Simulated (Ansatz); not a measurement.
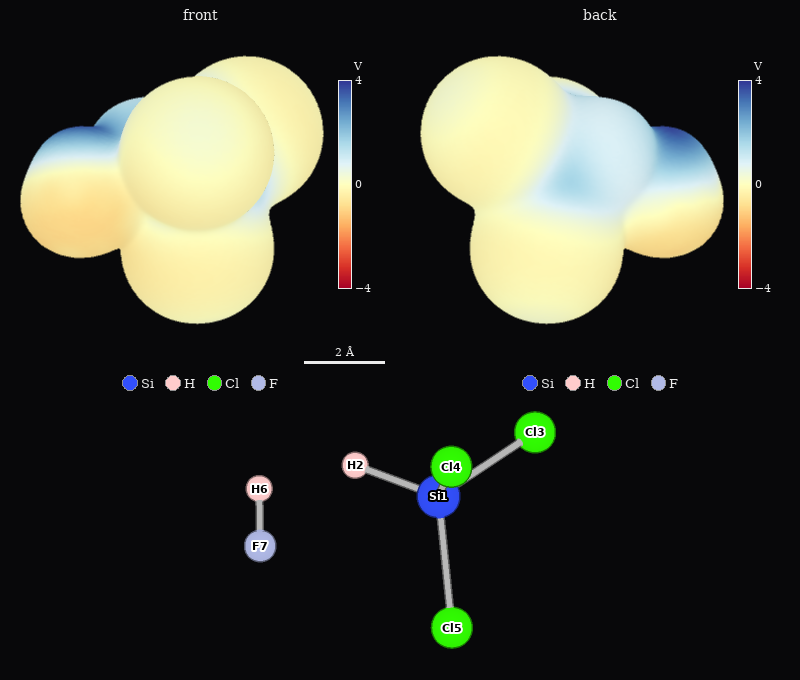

*Cl$_{3}$HSi···HF. The molecular electrostatic potential painted on the density surface at 0.002 e/bohr³, seen from the front and from behind; the colour scale runs from red (negative) to blue (positive). The bare structure is drawn below in the same view.*

Not at a stationary point (largest force 0.9 eV/Å).

The calculation used RKS PBE0/def2-SVP in Ansatz 0.2.0.

```csv
atom,x (Å),y (Å),z (Å)
Si,-0.5074,-0.3691,-0.4111
H,0.9339,-0.4403,-0.4055
Cl,-1.2117,-1.9117,-1.5595
Cl,-1.2196,-0.6006,1.4917
Cl,-1.1571,1.3930,-1.2007
H,1.7512,0.5432,1.0334
F,1.4107,1.3857,1.0517
```

Q: Which sites attract a positive test charge, and which a negative one?

A: A positive charge is drawn to the negative regions and a negative charge to the positive ones. The most negative region (about −0.9 V) lies over F7, the most positive (about +3.6 V) over H6. Cl5 shows a σ-hole: about +0.2 V at the tip opposite its bond, against about −0.3 V on its flanks.
